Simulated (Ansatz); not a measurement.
# Li2Ru: what a guessed cell relaxes into, part 2 of 2

Where does this trial cell of Li2Ru go when cell and atoms are let free?

Ansatz 0.2.0; DFT PBE, scalar-relativistic, plane waves, PAW. The steps go on from the part before.

## Step 4: Spin check on a coarse mesh

Contents of input.yaml:

```yaml
crystal:
  lattice:
    - [2.665696064, 0.0, 0.0]
    - [-1.332848032, 2.3085605102, 0.0]
    - [0.0, 0.0, 7.1056122686]
  atoms:
    - { symbol: Li, position: [0.6666666667, 0.3333333333, 0.6899040367] }
    - { symbol: Li, position: [0.3333333333, 0.6666666667, 0.3100959633] }
    - { symbol: Ru, position: [0.0, 0.0, 0.0], spin: 1.0 }
basis:
  ecutwfc: 420
kpoints:
  mp_grid: { grid: [6, 6, 4] }
hamiltonian:
  xc: pbe
scf:
  occupations: { method: gaussian, width: 0.1 }
  lower_state_search: "off"
output:
  forces: true
  stress: true
  eigenvalues: true
  populations: true
magnetization:
  spin_polarized: true
```

On the command line:

```console
$ ansatz run input.yaml --threads 1 --pin off --max-ram 2048MiB --backend cpu --events-out ev --progress --plain --runs-dir out
```

The log of the run, cut to the lines that bear on the results:

```text
[...]
SCF converged after 18 iterations
Magnetization: 0.1838 μB (11.0919 up, 10.9081 down)
Absolute magnetization: 0.2322 μB (∫|ρ↑−ρ↓|, with the PAW one-centre terms)
Spin contamination: 0.0143 ħ² per cell (⟨S²⟩ above its minimum at these occupations)
Per-site moments (μB) at R_I (Å): [(-0.005037619642643702, 1.0995996264018602), (-0.005037619642643711, 1.0995996264018602), (0.19314788136911695, 1.0995996264018602)]
Free energy (F): -6287.703676 eV
[...]
E sigma→0 (E₀):  -6287.698987 eV
Entropy (-TS):   -0.009377 eV (-3.126 meV/atom)
Fermi energy:    8.306852 eV
[...]
--- Forces (eV/Å), atoms counted from 1 ---
  atom   1  Li     0.00000000     0.00000000     0.02761304
  atom   2  Li     0.00000000    -0.00000000    -0.02761304
  atom   3  Ru     0.00000000     0.00000000     0.00000000
[...]
--- Stress (GPa, compression-positive) ---
       -0.067165       0.000000       0.000000
        0.000000      -0.067165       0.000000
        0.000000       0.000000      -0.276641
  P = ⅓ Tr σ = -0.1370 GPa (-1.370 kbar)
--- Band table (eV; the first three rows and the last of 48) ---
  k-point 0 ↑: bands = ["-64.1341", "-37.3838", "-37.3783", "-34.0907", "-33.6544", "-33.6544", "2.6431", "4.7347", "6.5741", "6.7636", "6.7636", "6.9236", "9.0700", "9.0700", "14.2830", "18.1097"]
[...]
--- Löwdin populations: 3 sites ---
  site symbol       q [e]    m [muB]
     0     Li      2.6640    -0.0073
     1     Li      2.6640    -0.0073
     2     Ru     16.3786     0.2082
  spilling = 0.013337 (of n_electrons = 22.000000)
```

It took 1.9 s on 1 thread of Intel Xeon 6975P-C (Granite Rapids), shared host; peak memory 0.34 GiB.

Site by site:

| atom | moment in the atom's sphere (μB) | Löwdin electrons |
| --- | --- | --- |
| Li1 | -0.01 | 2.66 |
| Li2 | -0.01 | 2.66 |
| Ru3 | 0.19 | 16.38 |

The Löwdin counts miss 0.29 of the 22 electrons, which the atomic orbitals do not span, so they are no charges.

The same cell is solved with trial moments on Ru. The largest site moment that stays is 0.19 μB and the cell's total 0.18 μB. The workflow keeps spin only above 0.25 μB on a site, so the next run goes without spin.

## Step 5: Final relaxation

The end of the coarse run is made exact in the group found at a tolerance of 0.06 Å and reduced to its primitive cell.

Contents of input.yaml:

```yaml
crystal:
  lattice:
    - [2.665696064, 0.0, 0.0]
    - [-1.332848032, 2.3085605102, 0.0]
    - [0.0, 0.0, 7.1056122686]
  atoms:
    - { symbol: Li, position: [0.6666666667, 0.3333333333, 0.6899040367] }
    - { symbol: Li, position: [0.3333333333, 0.6666666667, 0.3100959633] }
    - { symbol: Ru, position: [0.0, 0.0, 0.0] }
basis:
  ecutwfc: 420
kpoints:
  mp_grid: { grid: [18, 18, 8] }
hamiltonian:
  xc: pbe
scf:
  occupations: { method: gaussian, width: 0.1 }
output:
  forces: true
  stress: true
  eigenvalues: true
  write_density: true
  write_potential: true
  elf: true
  volumetric_format: npy
relax:
  adjacent_minimum: "off"
  f_tol: 0.01
  max_steps: 80
  cell: { stress_tol: 0.05 }
```

On the command line:

```console
$ ansatz run input.yaml --threads 1 --pin off --max-ram 2048MiB --backend cpu --events-out ev --progress --plain --runs-dir out
```

The log of the run, cut to the lines that bear on the results:

```text
Warning: RAYON_NUM_THREADS=1 ignored (pool sized by the plan → 1); use --threads N
[...]
Pseudopotentials: kind: paw
Pseudopotential: Li, paw, valence charge 3, recommended cutoff 420 eV (normal), Li.paw.azcp
Pseudopotential: Ru, paw, valence charge 16, recommended cutoff 420 eV (normal), Ru.paw.azcp
Functional definition: PBE
[...]
Crystal: 3 atoms, lattice volume = 43.727 Å³
Basis set: ecut = 420 eV, 881 PW (Γ), exchange–correlation on 36×36×96 points (8 copies of the dense FFT grid, shifted against one another)
Bands: 15, of which v1, the nominal top of the filled ones, is band 11 counted from 1 (10 counted from 0)
Symmetry: 12 space group operations
Space group: P-3m1 (ITA 164), of the structure as read, at distance tolerance 3.5e-5 Å
k-points: 266 of 2592
[...]
SCF iter   1: F=—  HF=-6287.697230 eV  |F-HF|=—  |Δ(HF+E_count)|=         —  Δρ=1.24e-2  dr2=8.22e-2  ethr=1.77e-3  ⟨swp⟩=4.1  Hψ=17793  notcnv=0
[...]
       -0.000000       0.000000       0.011218
  P = ⅓ Tr σ = -0.0002 GPa (-0.002 kbar)
--- Band table (eV; the first three rows and the last of 266) ---
  k-point 0: bands = ["-63.9969", "-37.3291", "-37.3235", "-33.8546", "-33.5604", "-33.5604", "2.6072", "4.7958", "6.6489", "6.7658", "6.7658", "6.9572", "9.2863", "9.2863", "14.3139"]
[...]
--- Relaxed structure (4 steps of the walk, 4 accepted, 1 SCFs on fresh bases) ---
  F+E_penalty+E_count = -6287.68959374 eV   max|allowed force component| = 8.235e-4 eV/Å   (the final SCF, on the basis selected at the relaxed cell)
  cell:  # Å, volume = 43.5706 Å³
    - [2.659981861919712, -4.25637705152842e-33, -4.0802929794965746e-33]
    - [-1.329990930959856, 2.3036118660283016, -1.2330136922986343e-19]
    - [-1.0617366020310273e-32, -3.795142982240905e-19, 7.1105888190011095]
  atoms:
    - { symbol: Li, position: [0.6666666666666666, 0.3333333333333333, 0.6900585010704159] }
    - { symbol: Li, position: [0.3333333333333333, 0.6666666666666666, 0.3099414989295841] }
    - { symbol: Ru, position: [-3.5544990557854505e-35, 1.1586885804914924e-36, 4.0689045278631913e-20] }
```

Wall time 24 s (1 thread of Intel Xeon 6975P-C (Granite Rapids), shared host); peak memory 0.5 GiB.

Relaxation path:

```csv
step,E - E(step 1) (eV/cell),largest force component (eV/Å),pressure (GPa),volume (Å³)
1,0.0000,0.0088,-0.40,43.73
2,-0.0002,0.0199,0.23,43.55
3,-0.0004,0.0016,0.04,43.53
4,-0.0004,0.0008,0.00,43.57
5,-0.0004,0.0008,0.00,43.57
```

Step 1 is the start. Step 5 repeats the geometry before it on a plane-wave basis chosen anew for that cell, so its energy need not be comparable with the rows above.

|  | before | after | change |
| --- | --- | --- | --- |
| a (Å) | 2.666 | 2.660 | -0.2 % |
| b (Å) | 2.666 | 2.660 | -0.2 % |
| c (Å) | 7.106 | 7.111 | +0.1 % |
| volume (Å³/atom) | 14.58 | 14.52 | -0.4 % |
| shortest distance (Å) | 2.666 | 2.660 | -0.2 % |
| space group (0.01 Å) | P-3m1 | P-3m1 | same |

The run keeps the 12 symmetry operations of the start, so it could not have lowered the symmetry.

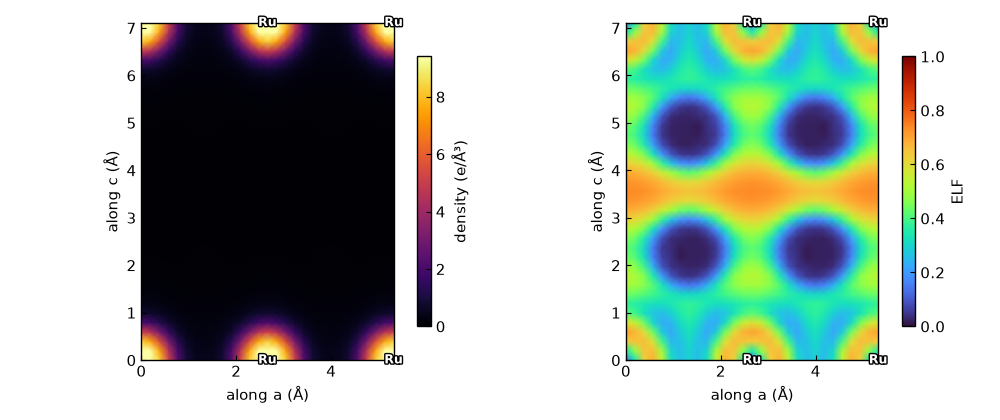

Density (left) and ELF (right) in a lattice plane of the grid's cell (edges 2.66 and 7.11 Å, at 0.000 of the third edge), which holds Ru. Only atoms in the plane are labelled. Both are smooth fields of the valence electrons: close to the nuclei they are not physical.

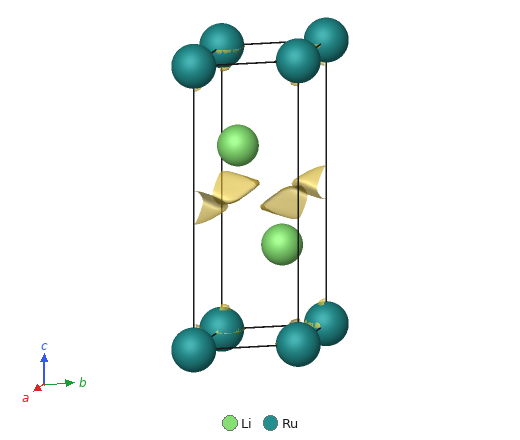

Surface of ELF = 0.68, drawn in one cell.

Outside the cores ELF peaks at 0.74 between the atoms, 2.0 Å from Li.

## Step 6: Summary of results

The summary covers parts 1 to 2. Changes of volume or cell count from the first structure of part 1.

```
                              quantity                                                                       value
symmetry at the end (tolerance 0.05 Å)                                                 space group P-3m1 (No. 164)
                     conventional cell  a = 2.660 Å, b = 2.660 Å, c = 7.111 Å, α = 90.00°, β = 90.00°, γ = 120.00°
                                volume                                                               14.52 Å³/atom
              energy over the elements                                                               +0.13 eV/atom
                       gap on the mesh                                                                none (metal)
```

**Reading.** The space group P-3m1 (No. 164) is kept, and the volume per atom shrinks by 21.8 % from the first guess. The formation energy is positive, so the separate elements lie lower. No finished test with a distortion of lower symmetry is shown, so the end may be a saddle point. Other magnetic orders were not searched.
